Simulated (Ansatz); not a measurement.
## Pressure series in C

Take C in the diamond structure (space group Fd-3m, No. 227; a = 3.572 Å) as the base.

Cell and atoms are relaxed at each pressure.

All numbers come from DFT with PBE, PAW potentials and a 420 eV plane-wave cutoff in Ansatz (a quantum-chemistry and plane-wave program), no SOC.

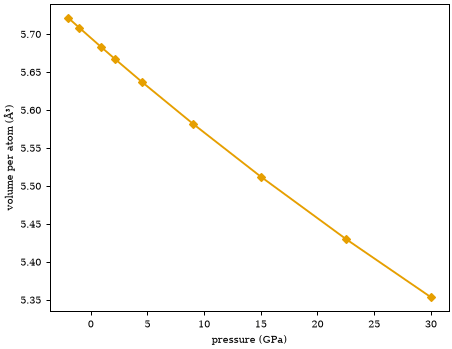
*Volume against pressure*

### Question
Estimate the zero-pressure bulk modulus from the plot.

### Answer
About 430 GPa; a third-order Birch–Murnaghan fit to the points gives V₀ = 5.69 Å³/atom, B₀ = 433 GPa and B₀′ = 3.7.

Measured bulk modulus of C: 454.7 GPa (static lattice; corrected from measurement; as listed in Daniel Mejia-Rodriguez, S. B. Trickey, Phys. Rev. B (2018)); the computed value is 5 % below it.

Load acts through the strain it causes; cell and atoms are relaxed under it. Stability against distortions was not tested. Competing high-pressure phases were not computed.
